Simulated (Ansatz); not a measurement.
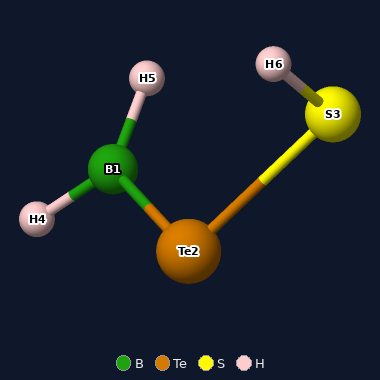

The system is BH₃STe, SMILES B[Te]S; the picture shows the reference structure. 
- First axis: angle B1–Te2–S3. Second axis: dihedral B1–Te2–S3–H6.
- Nothing is relaxed (all other coordinates rigid).
- The scan uses a 13 × 12 grid.
- Points are written as (first, second).
- Energies: eV, counted from the relaxed molecule at the same level.
- All numbers below come from RHF-MP2, frozen core/def2-TZVP in Ansatz 0.2.0.

Its coordinates:

```csv
atom,x (Å),y (Å),z (Å)
B,-0.8931,0.3414,-0.9031
Te,-0.7241,-0.6588,0.9214
S,1.6450,-0.9747,0.9877
H,-1.9988,0.6191,-1.2447
H,0.0812,0.5899,-1.5329
H,1.8898,0.0832,1.7716
```

Range: angle B1–Te2–S3 from 74.7 to 124.7°; dihedral B1–Te2–S3–H6 from −180 to 150°.

Question: What will the energy surface look like?

Answer: The lowest grid point is at (99.7°, 90°), 0.0016 eV from the relaxed molecule at the same level; the map holds 2 wells of about this depth. The highest grid point, (74.7°, 0°), lies 1.275 eV above the lowest. On the interpolated surface the easiest way out of the lowest well to the well at (99.7°, −90°) passes a barrier of about 0.065 eV. Round the minimum the valley is somewhat tilted: raising angle B1–Te2–S3 shifts the best value of dihedral B1–Te2–S3–H6 downwards (coupling k₁₂/√(k₁₁k₂₂) about 0.2).

```
dihedral B1–Te2–S3–H6 ↓, angle B1–Te2–S3 →   74.7   78.8   83.0   87.2   91.3   95.5   99.7  103.8  108.0  112.2  116.3  120.5  124.7
                                       150  0.585  0.372  0.225  0.129  0.074  0.048  0.050  0.074  0.120  0.186  0.269  0.371  0.490
                                       120  0.708  0.440  0.253  0.131  0.058  0.020  0.012  0.030  0.070  0.132  0.212  0.312  0.430
                                        90  0.776  0.486  0.283  0.148  0.064  0.017  0.002  0.013  0.048  0.105  0.180  0.277  0.392
                                        60  0.832  0.539  0.332  0.193  0.106  0.055  0.035  0.041  0.072  0.124  0.196  0.288  0.398
                                        30  1.054  0.675  0.421  0.258  0.158  0.101  0.078  0.083  0.111  0.161  0.230  0.319  0.426
                                         0  1.277  0.792  0.482  0.292  0.181  0.119  0.094  0.098  0.126  0.177  0.245  0.333  0.439
                                       −30  1.043  0.668  0.417  0.255  0.156  0.099  0.077  0.081  0.110  0.160  0.229  0.318  0.425
                                       −60  0.827  0.534  0.329  0.190  0.103  0.052  0.033  0.040  0.071  0.124  0.195  0.288  0.398
                                       −90  0.774  0.485  0.283  0.148  0.065  0.018  0.003  0.014  0.049  0.106  0.182  0.279  0.394
                                      −120  0.708  0.442  0.257  0.136  0.063  0.025  0.017  0.034  0.074  0.136  0.216  0.316  0.433
                                      −150  0.586  0.375  0.229  0.133  0.078  0.053  0.055  0.079  0.124  0.190  0.272  0.374  0.493
                                      −180  0.521  0.339  0.212  0.131  0.085  0.066  0.072  0.100  0.148  0.215  0.299  0.402  0.521
```

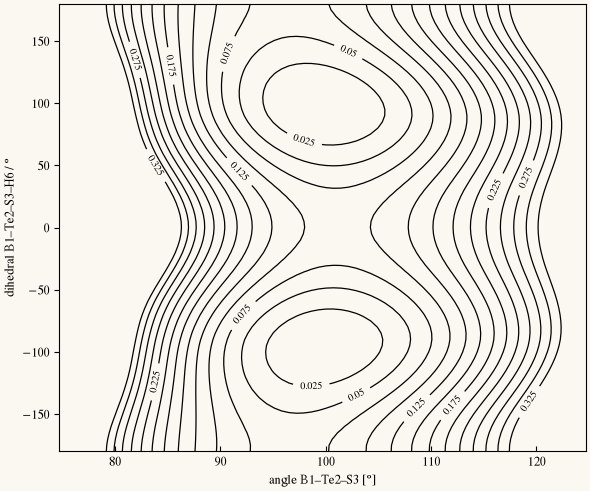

The picture shows contour lines labelled in eV (none above 0.325). Between grid points the surface is interpolated.

Each point was launched as `ansatz run input.yaml --threads 1 --pin off --max-ram 2560MiB --backend cpu --events-out ev --progress --plain --runs-dir out`. The whole map (156 points run) took 43 min on 1 thread of Arm Neoverse N1, on a shared host.
